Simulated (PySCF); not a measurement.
# C3H8FO+: NMR shifts, electronic excitations and K edges in gas and solvents, part 2 of 2

PySCF 2.14.0. Atoms count from 0.

### Step 4. TDDFT and polarisability: B3LYP/def2-SVPD

The job: settings as JSON, then the geometry in Å.

```
{"job": {"kind": "uv", "xc": "B3LYP", "basis": "def2-SVPD", "dynamic": true, "nstates": 6, "ntriplets": 0}, "charge": 1, "multiplicity": 1}
C     -0.970704    -0.939437    -0.553722
O     -0.062177    -0.188025     0.323889
C     -0.509236     1.170889     0.661376
C      1.359346    -0.320496     0.018297
F      1.602078     0.314893    -1.116270
H     -1.957666    -0.894418    -0.082313
H     -0.966141    -0.479400    -1.550245
H     -0.599291    -1.969541    -0.575120
H     -1.511945     1.066088     1.088209
H      0.192236     1.549987     1.412147
H     -0.506214     1.783692    -0.249044
H      1.541168    -1.400694    -0.067302
H      1.885112     0.138776     0.866744
```

Method: TDDFT B3LYP/def2-SVPD, vertical, gas phase, core orbitals frozen in the response.

The program printed:

```text
coarse grid: 10392 points
cycle   1  E = -293.5811305196  dE =  6.767e-01  |g| = 4.979e-01  |ddm| = 4.859e+00
cycle   2  E = -293.5410956952  dE =  4.003e-02  |g| = 7.186e-01  |ddm| = 1.167e+00
cycle   3  E = -293.6268568693  dE = -8.576e-02  |g| = 8.686e-02  |ddm| = 6.098e-01
cycle   4  E = -293.6279134999  dE = -1.057e-03  |g| = 3.108e-02  |ddm| = 1.243e-01
cycle   5  E = -293.6280714749  dE = -1.580e-04  |g| = 1.155e-02  |ddm| = 3.597e-02
cycle   6  E = -293.6280947092  dE = -2.323e-05  |g| = 2.997e-03  |ddm| = 1.096e-02
cycle   7  E = -293.6280965557  dE = -1.846e-06  |g| = 2.540e-04  |ddm| = 3.444e-03
final grid: 99416 points
cycle   8  E = -293.6817808854  dE = -3.447e-05  |g| = 7.713e-03  |ddm| = 7.134e-02
cycle   9  E = -293.6817701173  dE =  1.077e-05  |g| = 1.114e-02  |ddm| = 1.696e-02
cycle  10  E = -293.6817925225  dE = -2.241e-05  |g| = 1.044e-03  |ddm| = 9.123e-03
cycle  11  E = -293.6817927612  dE = -2.388e-07  |g| = 1.885e-04  |ddm| = 1.253e-03
cycle  12  E = -293.6817927655  dE = -4.288e-09  |g| = 1.163e-04  |ddm| = 2.106e-04
cycle  13  E = -293.6817927676  dE = -2.124e-09  |g| = 1.520e-05  |ddm| = 9.157e-05
cycle  14  E = -293.6817927677  dE = -4.405e-11  |g| = 3.308e-06  |ddm| = 2.958e-05
converged SCF energy = -293.6817927677

Static polarisability (au): isotropic 40.219, principal 35.930 42.180 42.546

Singlet excitations
state   eV       nm        f      main configurations
  1   9.1401    135.6   0.00053   H->L 0.99
  2   9.4860    130.7   0.00000   H-1->L 0.97
  3  10.2378    121.1   0.02988   H->L+1 0.99
  4  10.4586    118.5   0.00876   H-1->L+1 0.87
  5  10.6135    116.8   0.00029   H-3->L 0.94
  6  10.7065    115.8   0.00347   H->L+3 0.49, H-4->L 0.31, H->L+4 0.14
```

Run time: 18 s. Hardware: 1 thread of Intel Xeon Platinum 8488C, shared host; peak memory 0.79 GiB.

Frontier orbitals and where they lie:

```csv
orbital,eV,atoms
HOMO−3,-16.88,"C0 25 %, C2 25 %, H9 12 %"
HOMO−2,-16.76,"F4 46 %, O1 14 %, C3 9 %"
HOMO−1,-15.67,"F4 48 %, C3 22 %, H11 10 %"
HOMO,-15.38,"O1 44 %, C0 12 %, C2 12 %"
LUMO,-4.92,"C0 18 %, C2 17 %, O1 17 %"
LUMO+1,-4.15,"C0 14 %, C2 14 %, C3 14 %"
LUMO+2,-3.45,"O1 18 %, F4 12 %, H11 11 %"
```

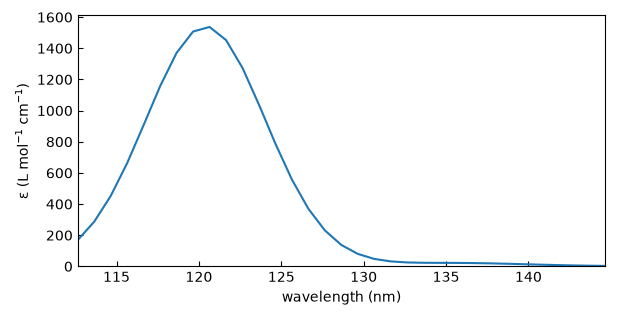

Absorption spectrum: each of the 6 states is a Gaussian band of 0.4 eV half-width at 1/e. Beyond the last state computed it falls off for lack of states.

Further results of this job:

```csv
property,computed
polarisability (Å³),5.96
HOMO–LUMO gap (eV),10.46
−ε(HOMO) (eV),15.38
C6 with itself (au),852
```

### Step 5. Excited states and response: B3LYP/def2-SVPD in dichloromethane

Settings changed since step 4:

```diff
@@ -1,2 +1,2 @@
-{"job": {"kind": "uv", "xc": "B3LYP", "basis": "def2-SVPD", "dynamic": true, "nstates": 6, "ntriplets": 0}, "charge": 1, "multiplicity": 1}
+{"job": {"kind": "uv", "xc": "B3LYP", "basis": "def2-SVPD", "solvent": "dichloromethane", "nstates": 6, "ntriplets": 0}, "charge": 1, "multiplicity": 1}
 C     -0.970704    -0.939437    -0.553722
```

Level: TDDFT B3LYP/def2-SVPD, vertical, IEF-PCM dichloromethane (non-equilibrium linear response), core orbitals frozen in the response.

The program printed:

```text
coarse grid: 10392 points
cycle   1  E = -293.6729040723  dE =  5.853e-01  |g| = 4.823e-01  |ddm| = 4.856e+00
cycle   2  E = -293.6413782983  dE =  3.153e-02  |g| = 6.664e-01  |ddm| = 1.188e+00
cycle   3  E = -293.7148598384  dE = -7.348e-02  |g| = 7.566e-02  |ddm| = 5.903e-01
cycle   4  E = -293.7156698111  dE = -8.100e-04  |g| = 2.608e-02  |ddm| = 1.097e-01
cycle   5  E = -293.7157826008  dE = -1.128e-04  |g| = 9.566e-03  |ddm| = 3.010e-02
cycle   6  E = -293.7157979889  dE = -1.539e-05  |g| = 2.813e-03  |ddm| = 9.161e-03
cycle   7  E = -293.7157995406  dE = -1.552e-06  |g| = 2.257e-04  |ddm| = 3.154e-03
final grid: 99416 points
cycle   8  E = -293.7694647032  dE = -3.441e-05  |g| = 7.719e-03  |ddm| = 7.091e-02
cycle   9  E = -293.7694541844  dE =  1.052e-05  |g| = 1.109e-02  |ddm| = 1.744e-02
cycle  10  E = -293.7694763464  dE = -2.216e-05  |g| = 1.035e-03  |ddm| = 9.237e-03
cycle  11  E = -293.7694765797  dE = -2.333e-07  |g| = 1.818e-04  |ddm| = 1.245e-03
cycle  12  E = -293.7694765836  dE = -3.912e-09  |g| = 1.103e-04  |ddm| = 2.013e-04
cycle  13  E = -293.7694765855  dE = -1.914e-09  |g| = 1.361e-05  |ddm| = 8.865e-05
cycle  14  E = -293.7694765856  dE = -3.280e-11  |g| = 3.006e-06  |ddm| = 2.659e-05
converged SCF energy = -293.7694765856

Static polarisability (au): isotropic 49.525, principal 45.198 51.508 51.870

Singlet excitations
state   eV       nm        f      main configurations
  1   9.1183    136.0   0.00095   H->L 0.99
  2   9.6277    128.8   0.00005   H-1->L 0.96
  3   9.8093    126.4   0.04193   H->L+1 0.99
  4  10.1847    121.7   0.00843   H-1->L+1 0.89
  5  10.5105    118.0   0.00140   H->L+2 0.94
  6  10.5544    117.5   0.00045   H-2->L 0.94
```

Run time: 16 s. Hardware: 1 thread of Intel Xeon Platinum 8488C, shared host; peak memory 0.82 GiB.

This run: HOMO -10.91 eV, LUMO -0.47 eV; lowest singlet 9.12 eV.

### Step 6. K-edge absorption: BHandHLYP/aug-pcX-1+pcseg-1

Settings changed since step 5:

```diff
@@ -1,2 +1,2 @@
-{"job": {"kind": "uv", "xc": "B3LYP", "basis": "def2-SVPD", "solvent": "dichloromethane", "nstates": 6, "ntriplets": 0}, "charge": 1, "multiplicity": 1}
+{"job": {"kind": "xas", "xc": "BHandHLYP", "basis": {"default": "aug-pcX-1", "H": "pcseg-1"}}, "charge": 1, "multiplicity": 1}
 C     -0.970704    -0.939437    -0.553722
```

Method: core-valence-separated TDA BHandHLYP/aug-pcX-1 H:pcseg-1, K edges, non-relativistic, gas phase.

The program printed:

```text
coarse grid: 10392 points
cycle   1  E = -293.5876188645  dE =  8.176e-01  |g| = 5.844e-01  |ddm| = 3.288e+00
cycle   2  E = -293.6063715362  dE = -1.875e-02  |g| = 5.787e-01  |ddm| = 7.519e-01
cycle   3  E = -293.6592159782  dE = -5.284e-02  |g| = 8.068e-02  |ddm| = 3.325e-01
cycle   4  E = -293.6600156183  dE = -7.996e-04  |g| = 2.936e-02  |ddm| = 7.018e-02
cycle   5  E = -293.6601600081  dE = -1.444e-04  |g| = 7.464e-03  |ddm| = 2.091e-02
cycle   6  E = -293.6601688061  dE = -8.798e-06  |g| = 2.283e-03  |ddm| = 5.550e-03
final grid: 99416 points
cycle   7  E = -293.6910805944  dE = -7.469e-05  |g| = 3.454e-03  |ddm| = 2.811e-02
cycle   8  E = -293.6910815219  dE = -9.275e-07  |g| = 2.499e-03  |ddm| = 4.473e-03
cycle   9  E = -293.6910827607  dE = -1.239e-06  |g| = 5.113e-04  |ddm| = 1.781e-03
cycle  10  E = -293.6910827895  dE = -2.875e-08  |g| = 2.347e-04  |ddm| = 3.703e-04
cycle  11  E = -293.6910827979  dE = -8.427e-09  |g| = 2.670e-05  |ddm| = 1.340e-04
cycle  12  E = -293.6910827980  dE = -1.174e-10  |g| = 1.357e-05  |ddm| = 2.358e-05
converged SCF energy = -293.6910827980

C K edge
   eV          f      from atoms
  285.525   0.10804   C0 C2
  285.534   0.04008   C2 C0
  287.993   0.08494   C3
  288.615   0.00085   C2
  288.618   0.00080   C0
  288.800   0.02245   C0 C2
  288.804   0.05915   C2 C0
  289.201   0.00783   C0 C2
  289.206   0.08442   C2 C0
  289.843   0.05877   C3
  290.238   0.00474   C2
  290.247   0.00413   C0
  290.447   0.00120   C2
  290.464   0.00141   C0
  290.596   0.00404   C2
  290.598   0.00420   C0

O K edge
   eV          f      from atoms
  535.794   0.00832   O1
  536.537   0.05821   O1
  536.760   0.05702   O1
  538.470   0.00326   O1
  538.883   0.00484   O1
  539.564   0.00025   O1
  539.663   0.00183   O1
  540.197   0.00144   O1

F K edge
   eV          f      from atoms
  686.662   0.03221   F4
  687.383   0.00917   F4
  688.475   0.00709   F4
  689.338   0.00001   F4
  689.566   0.00243   F4
  689.790   0.00433   F4
  690.024   0.00260   F4
  690.079   0.00426   F4
```

Wall time 15 s (1 thread of Intel Xeon Platinum 8488C, shared host); peak memory 0.8 GiB.

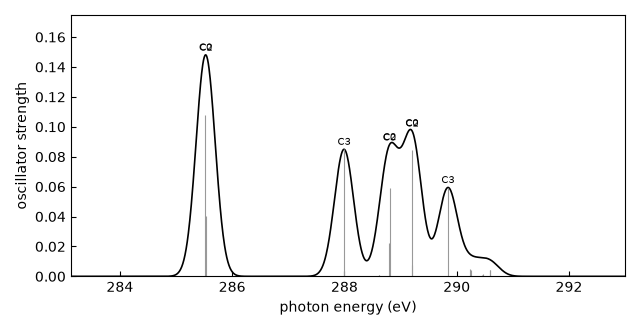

The C K edge. Lines are broadened to a width of 0.40 eV (Gaussian).

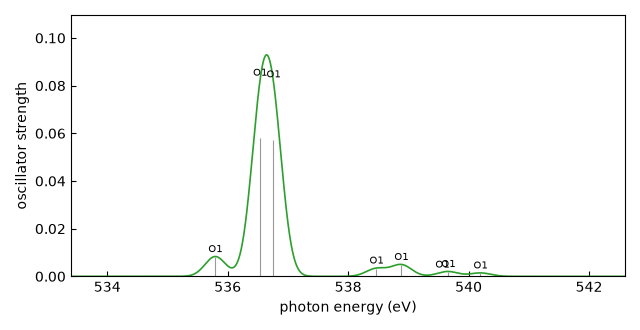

The O K edge. Lines are broadened to a width of 0.40 eV (Gaussian).

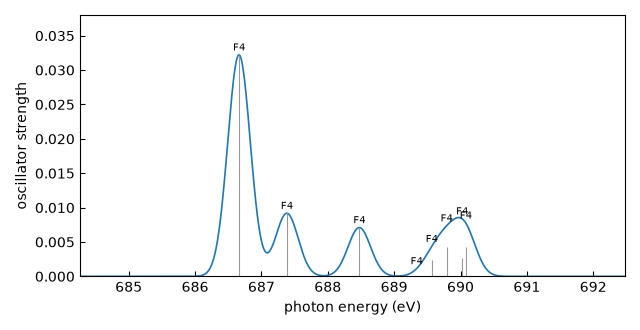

The F K edge. Lines are broadened to a width of 0.40 eV (Gaussian).

### Step 7. Comparing the runs: electronic excitations

Excitations and ground-state properties, with basis size and wall time:

```csv
run,lowest singlet (eV),brightest (eV),f,gap (eV),α (Å³),functions,time
B3LYP/def2-SVPD,9.14,10.24,0.030,10.46,5.96,170,18 s
B3LYP/def2-SVPD in dichloromethane,9.12,9.81,0.042,10.44,7.34,170,16 s
```

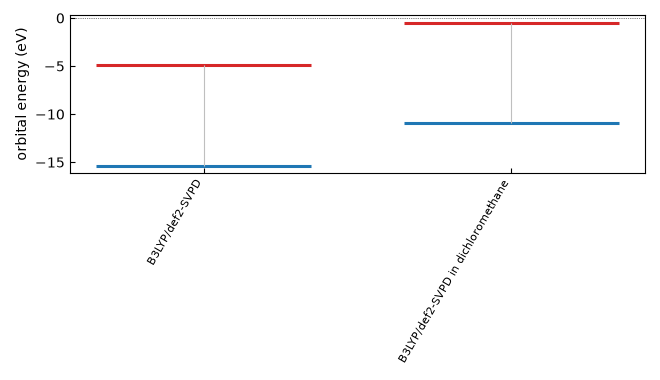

HOMO (blue) and LUMO (red) run by run.

### Step 8. Outcome

What follows sums up all 2 parts.

| quantity | value |
| --- | --- |
| rotational constants (main isotopes) | 6.91, 4.20, 3.28 GHz |
| 13C shifts against TMS (PBE0/pcSseg-1, dichloromethane, means over atoms taken as alike) | 118.9, 77.9 ppm |
| 1H shifts against TMS (PBE0/pcSseg-1, dichloromethane, means over atoms taken as alike) | 5.93, 4.67 ppm |
| 17O shifts against H2O (PBE0/pcSseg-1, dichloromethane) | 80.5 ppm |
| 19F shifts against CFCl3 (PBE0/pcSseg-1, dichloromethane) | -174.9 ppm |
| lowest singlet (B3LYP/def2-SVPD) | 9.14 eV (136 nm), f = 0.001 |
| brightest single state of those computed | state 3, 10.24 eV, f = 0.030 |
| C K edge | first line 285.52 eV, strongest 285.52 eV (f = 0.108) |
| O K edge | first line 535.79 eV, strongest 536.54 eV (f = 0.058) |
| F K edge | first line 686.66 eV, strongest 686.66 eV (f = 0.032) |
| range of the lowest singlet | 9.12 to 9.14 eV |

What this shows: Relaxing lowered the energy by 0.163 eV in 12 steps; the close pair that moved most is C0–H7, from 1.058 to 1.095 Å. The most deshielded hydrogen is H11, H12 (mean) (hydrogen on an sp3 CH2 bonded to F and O), at 5.93 ppm: its carbon carries F and O, hence the downfield position. At PBE0/pcSseg-1: Shielding is most anisotropic at F4 (span 212 ppm, paramagnetic term -118 ppm). The first singlet state (HOMO→LUMO 0.99) lies at 9.14 eV and is dark; of the 6 states computed, the strongest absorption comes from state 3 at 10.24 eV. At the C edge the strongest single line lifts a 1s electron of C0 and C2 into several orbitals, led by LUMO (weight 0.48), and it is the first line. At the O edge the strongest single line lifts a 1s electron of O1 into several orbitals, led by LUMO+5 (weight 0.36), 0.7 eV above the first line. At the F edge the strongest single line lifts a 1s electron of F4 into several orbitals, led by LUMO+2 (weight 0.23), and it is the first line. Absolute edge energies from this method are off by several eV; spacings are better. The lowest singlet runs from 9.12 eV (B3LYP/def2-SVPD in dichloromethane) to 9.14 eV (B3LYP/def2-SVPD), while the orbital gap spans 10.44 to 10.46 eV. The lowest state need not be the same one in every run.
